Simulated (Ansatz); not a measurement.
**Geometry relaxation of H₁₅NO₆ (part 1 of 3)**

H₁₅NO₆ (disordered cell, 22 atoms in the cell), computed with DFT PBE-D3(BJ), scalar-relativistic, plane waves, PAW, no spin polarisation (Ansatz 0.2.0).

It belongs to a series of runs on one base structure; here: start relaxed. Figures and captions count atoms from 1; the log counts them from 0 in places.

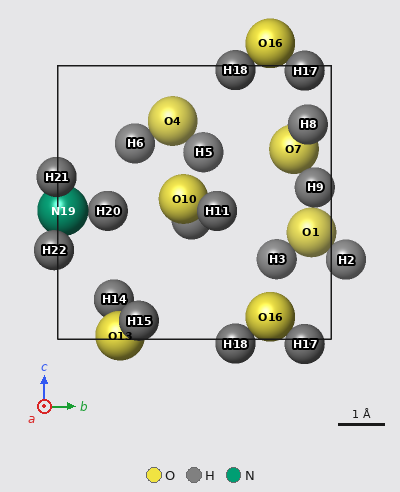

**Figure 1.** The starting structure (spheres-only view of the cell of the calculation, along the a axis; atoms are numbered from 1 in the order of the input).

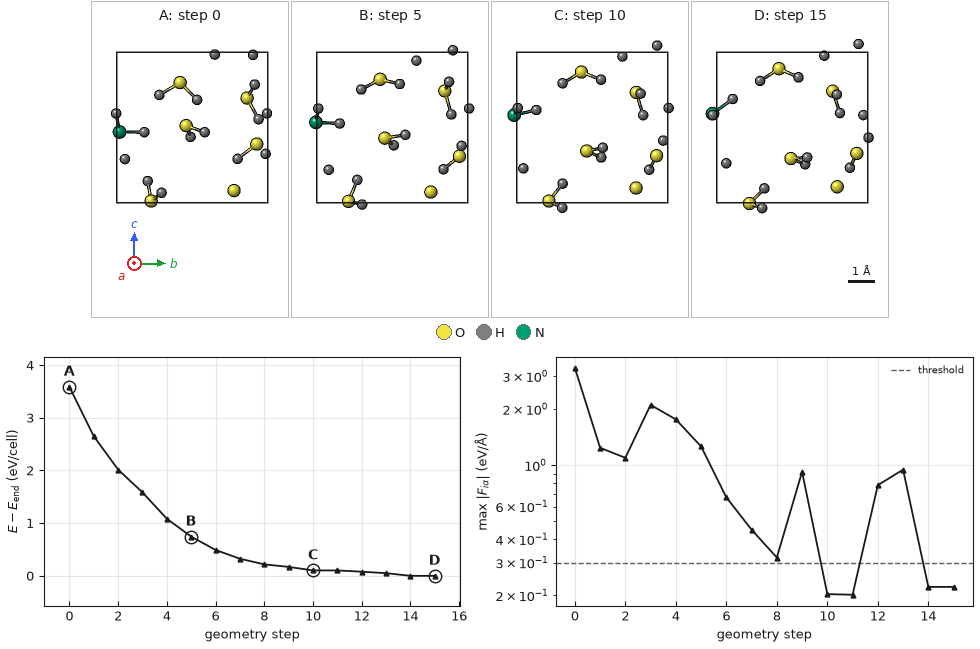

**Figure 2.** Frames of the relaxation (ball-and-stick view of the cell of the calculation, along the a axis) above the curves, on which the letters mark them (the first geometry is step 0 here and step 1 in the log).

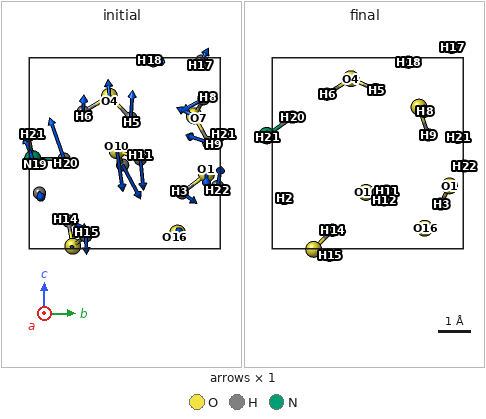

**Figure 3.** Before (left) and after (right) the relaxation, at one scale (ball-and-stick view of the cell of the calculation, along the a axis). The blue arrows give the displacements, at true length. Over 15 geometry steps the energy falls by 3.590 eV per cell of the calculation. The largest force component goes from 3.3 to 0.22 eV/Å. O10 moves most: 1.42 Å. Largest moves by element: O 1.42 Å, H 1.41 Å, N 0.79 Å. The lattice vectors keep their values. Distances before and after: O4–H5 0.969 → 1.008 Å, O16–H17 0.969 → 0.996 Å, O13–H14 0.969 → 0.994 Å, N19–H20 1.017 → 1.031 Å. Among the angles that change: H8–O7–H9 104.0° → 100.4°, H17–O16–H18 104.0° → 106.9°, H21–N19–H22 106.3° → 104.3°. (Atoms are counted from 1 in the order of the input.)

The input and output of the run follow.

### Input
```yaml
crystal:
  lattice:
    - [6.02765, 0.0, 0.0]
    - [0.0, 6.02765, 0.0]
    - [0.0, 0.0, 6.02765]
  atoms:
    - { symbol: O, position: [0.0930914, 0.9276763, 0.3901225] }
    - { symbol: H, position: [0.1020837, 1.0537146, 0.2908562] }
    - { symbol: H, position: [0.0993212, 0.8004869, 0.2921207] }
    - { symbol: O, position: [0.1589637, 0.4199172, 0.7975966] }
    - { symbol: H, position: [0.1721878, 0.5321152, 0.6833291] }
    - { symbol: H, position: [0.1489678, 0.2820234, 0.7157084] }
    - { symbol: O, position: [0.374599, 0.8637626, 0.6948308] }
    - { symbol: H, position: [0.4977302, 0.9143218, 0.7848463] }
    - { symbol: H, position: [0.3951287, 0.9396895, 0.5547095] }
    - { symbol: O, position: [0.6077791, 0.4597133, 0.5124361] }
    - { symbol: H, position: [0.7021589, 0.5821688, 0.4686477] }
    - { symbol: H, position: [0.4687308, 0.4890526, 0.4374357] }
    - { symbol: O, position: [0.7322489, 0.2277133, 0.0126833] }
    - { symbol: H, position: [0.6440022, 0.2048789, 0.1450141] }
    - { symbol: H, position: [0.8669446, 0.2963503, 0.0671475] }
    - { symbol: O, position: [0.8207128, 0.7769387, 0.0816986] }
    - { symbol: H, position: [0.8265923, 0.9026911, -0.0181617] }
    - { symbol: H, position: [0.8181458, 0.6495932, -0.0162649] }
    - { symbol: "N", position: [0.739072, 0.0180451, 0.4702087] }
    - { symbol: H, position: [0.7026637, 0.182753, 0.4689948] }
    - { symbol: H, position: [0.8525105, -0.0045641, 0.592994] }
    - { symbol: H, position: [0.8191091, -0.0139211, 0.3251986] }
basis:
  ecutwfc: 420.0
kpoints:
  mp_grid: { grid: [1, 1, 1] }
hamiltonian:
  xc: pbe
  dispersion: d3bj
scf:
  occupations: { method: fermi_dirac, width: 0.05 }
  lower_state_search: "off"
relax:
  f_tol: 0.3
  max_steps: 15
  adjacent_minimum: "off"
```

Launch command:
```bash
ansatz run input.yaml --threads 1 --pin off --max-ram 3072MiB --backend cpu --events-out ev --progress --plain --runs-dir out
```

### Log
```
Engine: ansatz 0.2.0, aarch64-unknown-linux-gnu
Pseudopotentials: kind: paw
Pseudopotential: O, paw, valence charge 6, recommended cutoff 420 eV (normal), O.paw.azcp
Pseudopotential: H, paw, valence charge 1, recommended cutoff 420 eV (normal), H.paw.azcp
Pseudopotential: N, paw, valence charge 5, recommended cutoff 420 eV (normal), N.paw.azcp
Functional definition: PBE
  parameter kappa = 0.804
  parameter beta = 0.06672455060314922
  exchange = pbe_x(kappa = kappa, mu = beta*pi^2/3)
  correlation = pbe_c(beta = beta)
Crystal: 22 atoms, lattice volume = 219.000 Å³
Basis set: ecut = 420 eV, 4337 PW (Γ), exchange–correlation on 90×90×90 points (8 copies of the dense FFT grid, shifted against one another)
Bands: 50, of which v1, the nominal top of the filled ones, is band 28 counted from 1 (27 counted from 0)
Symmetry: 1 space group operations
Space group: P1 (ITA 1), of the structure as read, at distance tolerance 6.0e-5 Å
k-points: 1
Non-local potential: O, projectors of the file, l = 0: 2, l = 1: 2, l = 2: 1
Non-local potential: H, projectors of the file, l = 0: 2, l = 1: 1
Non-local potential: N, projectors of the file, l = 0: 2, l = 1: 2, l = 2: 1
PAW form: soft (Blöchl's): semilocal exchange-correlation on the pseudo side does not see the compensation charge
PAW one-centre angular grid: O, 110 points (default); XC on 64 Gauss nodes
PAW one-centre angular grid: H, 110 points (default); XC on 64 Gauss nodes
PAW one-centre angular grid: N, 110 points (default); XC on 64 Gauss nodes
Initial density: superposition of atomic densities (neutral atoms: chi_scale 0, normalization atom), corrected by the library's trained network
Initial wavefunctions: pseudopotential atomic-orbital guess
Functional: x = pbe(κ = 0.804, μ = 0.2195149727645171), c = pbe(β = 0.06672455060314922)
SCF iter   1: F=—  HF=-4027.663597 eV  |F-HF|=—  |Δ(HF+E_count)|=         —  Δρ=6.35e-3  dr2=1.21e-1  ethr=1.77e-3  ⟨swp⟩=6.0  Hψ=235  notcnv=0  defer=10
preconditioner: auto → Resta (q_TF=auto, 2.174 Å⁻¹)  ε∞=2.2  [insulator: Δε(μ)=2.627 eV  Ē_g=17.333 eV  σ=0.050 eV  W_gap=1.00  n_scr=32 (ndim 8)  ℏωp=18.8 eV  f_vac=0.253  D(μ)=0.00/eV (n_scr^D=0)  ε∞_Penn≈2.2]
SCF iter   2: F=—  HF=-4027.621622 eV  |F-HF|=—  |Δ(HF+E_count)|=   4.20e-2  Δρ=2.85e-3  dr2=1.76e-2  ethr=2.16e-4  ⟨swp⟩=2.0  Hψ=84  notcnv=0  defer=16
SCF iter   3: F=—  HF=-4027.617070 eV  |F-HF|=—  |Δ(HF+E_count)|=   4.55e-3  Δρ=1.09e-3  dr2=4.98e-3  ethr=3.14e-5  ⟨swp⟩=2.0  Hψ=55  notcnv=0  defer=16
SCF iter   4: F=—  HF=-4027.615533 eV  |F-HF|=—  |Δ(HF+E_count)|=   1.54e-3  Δρ=4.60e-4  dr2=4.12e-4  ethr=8.89e-6  ⟨swp⟩=2.0  Hψ=61  notcnv=0  defer=16
SCF iter   5: F=—  HF=-4027.615475 eV  |F-HF|=—  |Δ(HF+E_count)|=   5.84e-5  Δρ=1.99e-4  dr2=8.12e-5  ethr=7.35e-7  ⟨swp⟩=2.0  Hψ=62  notcnv=0  defer=16
SCF iter   6: F=-4027.615449 eV  HF=-4027.615452 eV  |F-HF|=2.67e-6  |Δ(HF+E_count)|=   2.30e-5  Δρ=3.82e-5  dr2=3.96e-6  ethr=1.45e-7  ⟨swp⟩=4.0  Hψ=125  notcnv=0
SCF 1 converged in 6 iterations: F = -4027.615449 eV  dr2 = 3.96e-6
  greatest PAW one-centre occupation: 0.874 electrons in one spin orbital (limit 2), on the O atom at site 0 (counted from 0), in its partial waves of l = 0
relax step   1: F+E_penalty+E_count = -4027.61544916 eV  Δ(F+E_penalty+E_count) = +0.000e0 eV  max|allowed force component| = 3.326e0 eV/Å  Δτ_max = 0.0000 Å  (6 SCF iters, dr2 threshold 1.00e-4 eV, accepted)
Initial density: handed on by an earlier stage of this run
Initial wavefunctions: those handed on with the density
iter 1 solved again at ethr=5.77e-4 eV; its pass at ethr=3.10e-3 eV (dr2=3.23e-1 eV) is discarded
SCF iter   1: F=—  HF=-4028.602324 eV  |F-HF|=—  |Δ(HF+E_count)|=         —  Δρ=2.12e-2  dr2=3.35e-1  ethr=5.77e-4  ⟨swp⟩=1.0  Hψ=210  notcnv=0  defer=16
preconditioner: auto → Resta (q_TF=auto, 2.174 Å⁻¹)  ε∞=2.2  [insulator: Δε(μ)=2.667 eV  Ē_g=17.238 eV  σ=0.050 eV  W_gap=1.00  n_scr=32 (ndim 8)  ℏωp=18.8 eV  f_vac=0.260  D(μ)=0.00/eV (n_scr^D=0)  ε∞_Penn≈2.2]
SCF iter   2: F=—  HF=-4028.553850 eV  |F-HF|=—  |Δ(HF+E_count)|=   4.85e-2  Δρ=1.02e-2  dr2=6.72e-2  ethr=5.77e-4  ⟨swp⟩=2.0  Hψ=55  notcnv=0  defer=16
SCF iter   3: F=—  HF=-4028.553742 eV  |F-HF|=—  |Δ(HF+E_count)|=   1.08e-4  Δρ=1.43e-3  dr2=2.51e-3  ethr=1.20e-4  ⟨swp⟩=2.0  Hψ=60  notcnv=0  defer=16
SCF iter   4: F=—  HF=-4028.553757 eV  |F-HF|=—  |Δ(HF+E_count)|=   1.51e-5  Δρ=6.58e-4  dr2=7.04e-4  ethr=4.49e-6  ⟨swp⟩=2.0  Hψ=78  notcnv=0  defer=16
SCF iter   5: F=—  HF=-4028.553678 eV  |F-HF|=—  |Δ(HF+E_count)|=   7.94e-5  Δρ=2.53e-4  dr2=1.15e-4  ethr=1.26e-6  ⟨swp⟩=2.0  Hψ=59  notcnv=0  defer=16
SCF iter   6: F=-4028.553668 eV  HF=-4028.553678 eV  |F-HF|=9.39e-6  |Δ(HF+E_count)|=   4.44e-7  Δρ=9.44e-5  dr2=1.56e-5  ethr=1.79e-7  ⟨swp⟩=3.0  Hψ=152  notcnv=0
SCF 2 converged in 6 iterations: F = -4028.553668 eV  dr2 = 1.56e-5
  greatest PAW one-centre occupation: 0.870 electrons in one spin orbital (limit 2), on the O atom at site 0 (counted from 0), in its partial waves of l = 0
relax step   2: F+E_penalty+E_count = -4028.55366812 eV  Δ(F+E_penalty+E_count) = -9.382e-1 eV  max|allowed force component| = 1.240e0 eV/Å  Δτ_max = 0.1947 Å  (6 SCF iters, dr2 threshold 1.00e-4 eV, accepted)
iter 1 solved again at ethr=1.50e-3 eV; its pass at ethr=3.10e-3 eV (dr2=8.39e-1 eV) is discarded
SCF iter   1: F=—  HF=-4029.265879 eV  |F-HF|=—  |Δ(HF+E_count)|=         —  Δρ=3.62e-2  dr2=8.73e-1  ethr=1.50e-3  ⟨swp⟩=1.0  Hψ=214  notcnv=0  defer=16
preconditioner: auto → Resta (q_TF=auto, 2.174 Å⁻¹)  ε∞=2.2  [insulator: Δε(μ)=2.910 eV  Ē_g=17.271 eV  σ=0.050 eV  W_gap=1.00  n_scr=32 (ndim 8)  ℏωp=18.8 eV  f_vac=0.255  D(μ)=0.00/eV (n_scr^D=0)  ε∞_Penn≈2.2  vacuum switching on, ρ_ref=2.2e-2 e/Å³]
SCF iter   2: F=—  HF=-4029.173632 eV  |F-HF|=—  |Δ(HF+E_count)|=   9.22e-2  Δρ=1.72e-2  dr2=1.75e-1  ethr=1.50e-3  ⟨swp⟩=2.0  Hψ=55  notcnv=0  defer=16
SCF iter   3: F=—  HF=-4029.187469 eV  |F-HF|=—  |Δ(HF+E_count)|=   1.38e-2  Δρ=2.11e-3  dr2=4.76e-3  ethr=3.13e-4  ⟨swp⟩=2.0  Hψ=60  notcnv=0  defer=16
SCF iter   4: F=—  HF=-4029.188423 eV  |F-HF|=—  |Δ(HF+E_count)|=   9.54e-4  Δρ=1.09e-3  dr2=1.87e-3  ethr=8.50e-6  ⟨swp⟩=2.0  Hψ=86  notcnv=0  defer=16
SCF iter   5: F=—  HF=-4029.188053 eV  |F-HF|=—  |Δ(HF+E_count)|=   3.70e-4  Δρ=1.60e-4  dr2=3.84e-5  ethr=3.33e-6  ⟨swp⟩=2.0  Hψ=61  notcnv=0  defer=16
SCF iter   6: F=-4029.188057 eV  HF=-4029.188060 eV  |F-HF|=3.45e-6  |Δ(HF+E_count)|=   7.32e-6  Δρ=6.65e-5  dr2=8.03e-6  ethr=6.86e-8  ⟨swp⟩=4.0  Hψ=130  notcnv=0
SCF 3 converged in 6 iterations: F = -4029.188057 eV  dr2 = 8.03e-6
  greatest PAW one-centre occupation: 0.869 electrons in one spin orbital (limit 2), on the O atom at site 0 (counted from 0), in its partial waves of l = 0
[...]
relax step   3: F+E_penalty+E_count = -4029.18805691 eV  Δ(F+E_penalty+E_count) = -6.344e-1 eV  max|allowed force component| = 1.095e0 eV/Å  Δτ_max = 0.2000 Å  (6 SCF iters, dr2 threshold 9.60e-5 eV, accepted)
preconditioner: auto → Resta (q_TF=auto, 2.174 Å⁻¹)  ε∞=2.2  [insulator: Δε(μ)=3.082 eV  Ē_g=17.091 eV  σ=0.050 eV  W_gap=1.00  n_scr=32 (ndim 8)  ℏωp=18.8 eV  f_vac=0.246  D(μ)=0.00/eV (n_scr^D=0)  ε∞_Penn≈2.2]
  greatest PAW one-centre occupation: 0.866 electrons in one spin orbital (limit 2), on the O atom at site 0 (counted from 0), in its partial waves of l = 0
relax step   4: F+E_penalty+E_count = -4029.62055905 eV  Δ(F+E_penalty+E_count) = -4.325e-1 eV  max|allowed force component| = 2.106e0 eV/Å  Δτ_max = 0.1950 Å  (7 SCF iters, dr2 threshold 1.00e-4 eV, accepted)
preconditioner: auto → Resta (q_TF=auto, 2.174 Å⁻¹)  ε∞=2.2  [insulator: Δε(μ)=3.382 eV  Ē_g=17.267 eV  σ=0.050 eV  W_gap=1.00  n_scr=32 (ndim 8)  ℏωp=18.8 eV  f_vac=0.238  D(μ)=0.00/eV (n_scr^D=0)  ε∞_Penn≈2.2]
relax step   5: F+E_penalty+E_count = -4030.12057086 eV  Δ(F+E_penalty+E_count) = -5.000e-1 eV  max|allowed force component| = 1.759e0 eV/Å  Δτ_max = 0.1983 Å  (7 SCF iters, dr2 threshold 1.00e-4 eV, accepted)
preconditioner: auto → Resta (q_TF=auto, 2.174 Å⁻¹)  ε∞=2.2  [insulator: Δε(μ)=3.622 eV  Ē_g=17.327 eV  σ=0.050 eV  W_gap=1.00  n_scr=32 (ndim 8)  ℏωp=18.8 eV  f_vac=0.237  D(μ)=0.00/eV (n_scr^D=0)  ε∞_Penn≈2.2]
  greatest PAW one-centre occupation: 0.865 electrons in one spin orbital (limit 2), on the O atom at site 9 (counted from 0), in its partial waves of l = 0
relax step   6: F+E_penalty+E_count = -4030.46055644 eV  Δ(F+E_penalty+E_count) = -3.400e-1 eV  max|allowed force component| = 1.260e0 eV/Å  Δτ_max = 0.2000 Å  (6 SCF iters, dr2 threshold 1.00e-4 eV, accepted)
preconditioner: auto → Resta (q_TF=auto, 2.174 Å⁻¹)  ε∞=2.2  [insulator: Δε(μ)=3.788 eV  Ē_g=17.396 eV  σ=0.050 eV  W_gap=1.00  n_scr=32 (ndim 8)  ℏωp=18.8 eV  f_vac=0.240  D(μ)=0.00/eV (n_scr^D=0)  ε∞_Penn≈2.2]
relax step   7: F+E_penalty+E_count = -4030.71391378 eV  Δ(F+E_penalty+E_count) = -2.534e-1 eV  max|allowed force component| = 6.719e-1 eV/Å  Δτ_max = 0.1922 Å  (6 SCF iters, dr2 threshold 1.00e-4 eV, accepted)
preconditioner: auto → Resta (q_TF=auto, 2.174 Å⁻¹)  ε∞=2.2  [insulator: Δε(μ)=4.082 eV  Ē_g=17.476 eV  σ=0.050 eV  W_gap=1.00  n_scr=32 (ndim 8)  ℏωp=18.8 eV  f_vac=0.248  D(μ)=0.00/eV (n_scr^D=0)  ε∞_Penn≈2.2]
relax step   8: F+E_penalty+E_count = -4030.88073770 eV  Δ(F+E_penalty+E_count) = -1.668e-1 eV  max|allowed force component| = 4.508e-1 eV/Å  Δτ_max = 0.2000 Å  (6 SCF iters, dr2 threshold 1.00e-4 eV, accepted)
preconditioner: auto → Resta (q_TF=auto, 2.174 Å⁻¹)  ε∞=2.1  [insulator: Δε(μ)=4.201 eV  Ē_g=17.522 eV  σ=0.050 eV  W_gap=1.00  n_scr=32 (ndim 8)  ℏωp=18.8 eV  f_vac=0.250  D(μ)=0.00/eV (n_scr^D=0)  ε∞_Penn≈2.1]
relax step   9: F+E_penalty+E_count = -4030.98791403 eV  Δ(F+E_penalty+E_count) = -1.072e-1 eV  max|allowed force component| = 3.195e-1 eV/Å  Δτ_max = 0.2000 Å  (8 SCF iters, accepted)
preconditioner: auto → Resta (q_TF=auto, 2.174 Å⁻¹)  ε∞=2.2  [insulator: Δε(μ)=4.310 eV  Ē_g=17.496 eV  σ=0.050 eV  W_gap=1.00  n_scr=32 (ndim 8)  ℏωp=18.8 eV  f_vac=0.252  D(μ)=0.00/eV (n_scr^D=0)  ε∞_Penn≈2.2]
  greatest PAW one-centre occupation: 0.866 electrons in one spin orbital (limit 2), on the O atom at site 9 (counted from 0), in its partial waves of l = 0
relax step  10: F+E_penalty+E_count = -4031.03563010 eV  Δ(F+E_penalty+E_count) = -4.772e-2 eV  max|allowed force component| = 9.205e-1 eV/Å  Δτ_max = 0.1959 Å  (8 SCF iters, accepted)
preconditioner: auto → Resta (q_TF=auto, 2.174 Å⁻¹)  ε∞=2.1  [insulator: Δε(μ)=4.461 eV  Ē_g=17.616 eV  σ=0.050 eV  W_gap=1.00  n_scr=32 (ndim 8)  ℏωp=18.8 eV  f_vac=0.256  D(μ)=0.00/eV (n_scr^D=0)  ε∞_Penn≈2.1]
relax step  11: F+E_penalty+E_count = -4031.10286204 eV  Δ(F+E_penalty+E_count) = -6.723e-2 eV  max|allowed force component| = 2.034e-1 eV/Å  Δτ_max = 0.2000 Å  (6 SCF iters, dr2 threshold 1.00e-4 eV, accepted)
preconditioner: auto → Resta (q_TF=auto, 2.174 Å⁻¹)  ε∞=2.1  [insulator: Δε(μ)=4.403 eV  Ē_g=17.580 eV  σ=0.050 eV  W_gap=1.00  n_scr=32 (ndim 8)  ℏωp=18.8 eV  f_vac=0.254  D(μ)=0.00/eV (n_scr^D=0)  ε∞_Penn≈2.1]
```
